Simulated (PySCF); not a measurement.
Breaking a bond: AgH, singlet.

- RCCSD(T) = CCSD(T) on RHF/def2-TZVP, def2 effective core potentials past Kr (PySCF 2.14.0)
- CASSCF(2,2)/def2-TZVP, def2 effective core potentials past Kr (PySCF)
- UKS-TPSSh = unrestricted TPSSh/def2-TZVP, def2 effective core potentials past Kr (PySCF 2.14.0)
- UCCSD(T) = CCSD(T) on UHF/def2-TZVP, def2 effective core potentials past Kr in PySCF

Energies are in kcal/mol, each relative to the lowest point of its own curve near equilibrium.

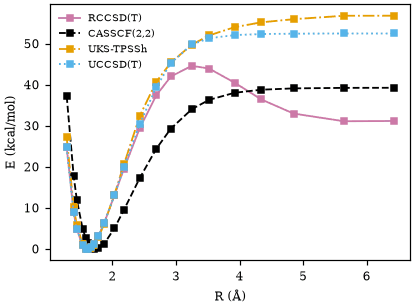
Figure: Energy against bond length for each method.

```json
[
 {"R / Å": "1.28", "RCCSD(T)": "24.7", "CASSCF(2,2)": "37.2", "UKS-TPSSh": "27.1", "UCCSD(T)": "24.7"},
 {"R / Å": "1.39", "RCCSD(T)": "8.8", "CASSCF(2,2)": "17.7", "UKS-TPSSh": "10.2", "UCCSD(T)": "8.8"},
 {"R / Å": "1.44", "RCCSD(T)": "4.8", "CASSCF(2,2)": "11.9", "UKS-TPSSh": "5.7", "UCCSD(T)": "4.8"},
 {"R / Å": "1.53", "RCCSD(T)": "0.8", "CASSCF(2,2)": "4.9", "UKS-TPSSh": "1.2", "UCCSD(T)": "0.8"},
 {"R / Å": "1.58", "RCCSD(T)": "0.1", "CASSCF(2,2)": "2.6", "UKS-TPSSh": "0.2", "UCCSD(T)": "0.1"},
 {"R / Å": "1.62", "RCCSD(T)": "0.0", "CASSCF(2,2)": "1.3", "UKS-TPSSh": "0.0", "UCCSD(T)": "0.0"},
 {"R / Å": "1.66", "RCCSD(T)": "0.3", "CASSCF(2,2)": "0.5", "UKS-TPSSh": "0.2", "UCCSD(T)": "0.3"},
 {"R / Å": "1.71", "RCCSD(T)": "1.2", "CASSCF(2,2)": "0.0", "UKS-TPSSh": "1.0", "UCCSD(T)": "1.2"},
 {"R / Å": "1.78", "RCCSD(T)": "3.1", "CASSCF(2,2)": "0.1", "UKS-TPSSh": "2.8", "UCCSD(T)": "3.1"},
 {"R / Å": "1.87", "RCCSD(T)": "6.3", "CASSCF(2,2)": "1.2", "UKS-TPSSh": "6.1", "UCCSD(T)": "6.3"},
 {"R / Å": "2.03", "RCCSD(T)": "13.0", "CASSCF(2,2)": "5.0", "UKS-TPSSh": "13.2", "UCCSD(T)": "13.0"},
 {"R / Å": "2.18", "RCCSD(T)": "19.5", "CASSCF(2,2)": "9.5", "UKS-TPSSh": "20.5", "UCCSD(T)": "19.9"},
 {"R / Å": "2.43", "RCCSD(T)": "29.4", "CASSCF(2,2)": "17.3", "UKS-TPSSh": "32.4", "UCCSD(T)": "30.4"},
 {"R / Å": "2.69", "RCCSD(T)": "37.4", "CASSCF(2,2)": "24.4", "UKS-TPSSh": "40.7", "UCCSD(T)": "39.4"},
 {"R / Å": "2.92", "RCCSD(T)": "42.0", "CASSCF(2,2)": "29.3", "UKS-TPSSh": "45.4", "UCCSD(T)": "45.3"},
 {"R / Å": "3.25", "RCCSD(T)": "44.6", "CASSCF(2,2)": "34.0", "UKS-TPSSh": "49.7", "UCCSD(T)": "49.8"},
 {"R / Å": "3.52", "RCCSD(T)": "43.9", "CASSCF(2,2)": "36.3", "UKS-TPSSh": "52.0", "UCCSD(T)": "51.3"},
 {"R / Å": "3.92", "RCCSD(T)": "40.5", "CASSCF(2,2)": "38.0", "UKS-TPSSh": "54.0", "UCCSD(T)": "52.1"},
 {"R / Å": "4.34", "RCCSD(T)": "36.4", "CASSCF(2,2)": "38.8", "UKS-TPSSh": "55.2", "UCCSD(T)": "52.3"},
 {"R / Å": "4.85", "RCCSD(T)": "32.9", "CASSCF(2,2)": "39.1", "UKS-TPSSh": "55.9", "UCCSD(T)": "52.4"},
 {"R / Å": "5.64", "RCCSD(T)": "31.1", "CASSCF(2,2)": "39.2", "UKS-TPSSh": "56.8", "UCCSD(T)": "52.4"},
 {"R / Å": "6.43", "RCCSD(T)": "31.1", "CASSCF(2,2)": "39.2", "UKS-TPSSh": "56.8", "UCCSD(T)": "52.5"}
]
```

At the longest distance, 6.43 Å, UKS-TPSSh lies highest above its minimum (56.8 kcal/mol) and RCCSD(T) lowest (31.1 kcal/mol).

The RCCSD(T) curve passes through a maximum at 3.25 Å and then falls by 13.4 kcal/mol up to the last usable point.

The T1 diagnostic of CCSD on the restricted reference of RCCSD(T) exceeds 0.045 at 2.69 to 6.43 Å. The unrestricted determinant behind UKS-TPSSh is spin-contaminated at 2.43 to 6.43 Å (<S²> up to 1.0, against 0.00 for a pure singlet). The unrestricted determinant behind UCCSD(T) is spin-contaminated at 2.18 to 6.43 Å (<S²> up to 1.0, against 0.00 for a pure singlet).
